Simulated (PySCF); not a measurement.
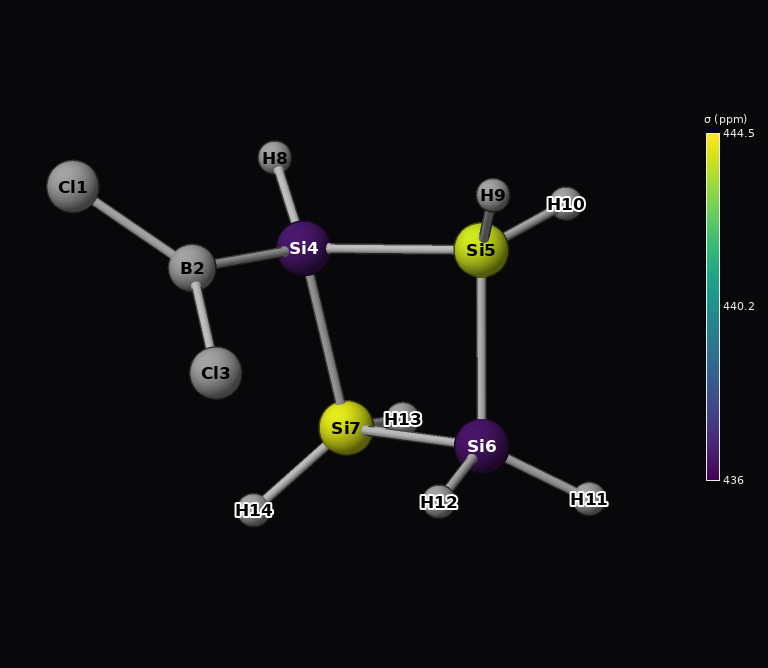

Atoms are coloured by their isotropic NMR shieldings (Si only, the others grey). The geometry was computed by an optimisation with PBE0-D3(BJ)/def2-SVP. No frequency run is at hand to confirm it as a minimum. Method: GIAO PBE0/pcSseg-1 NMR shielding, non-relativistic, gas phase (PySCF 2.14.0).

Give the isotropic NMR shieldings of the Si atoms atom by atom.

```csv
atom,σ (ppm)
Si4,436.5
Si5,443.8
Si6,436.5
Si7,444.1
```
